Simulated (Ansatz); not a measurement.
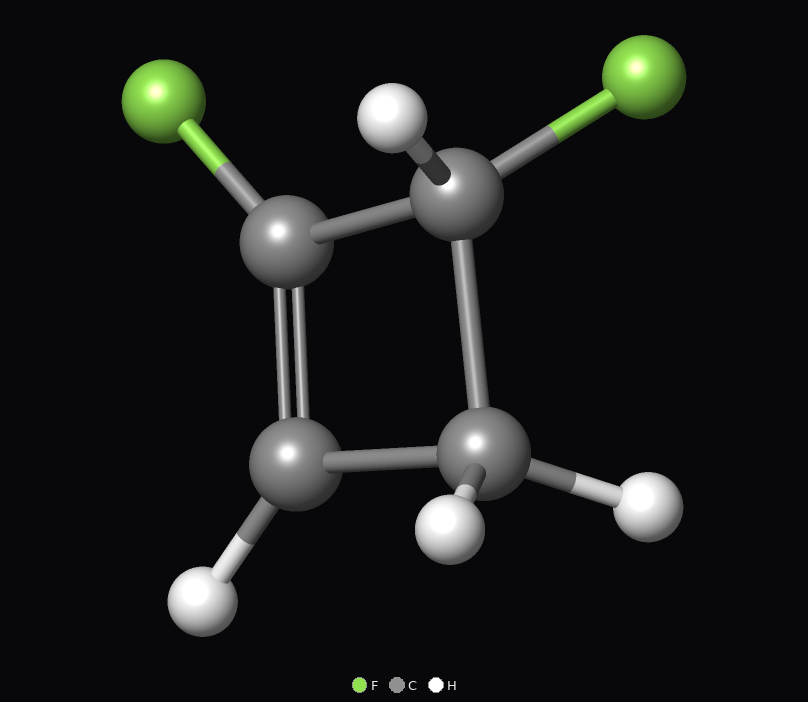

Sticks follow a distance rule. Harmonic vibrations computed with RKS PBE0-D4/def2-TZVP (Ansatz 0.2.0) at a stationary point of the same level.

Is this a minimum or a saddle point?

A minimum: no imaginary frequency, and the lowest mode lies at 199 cm⁻¹.

List the wavenumbers.

24 modes: 199, 237, 371, 474, 644, 687, 830, 881, 948, 955, 1047, 1103, 1156, 1187, 1224, 1260, 1333, 1400, 1483, 1747, 3071, 3087, 3130, 3250 cm⁻¹.
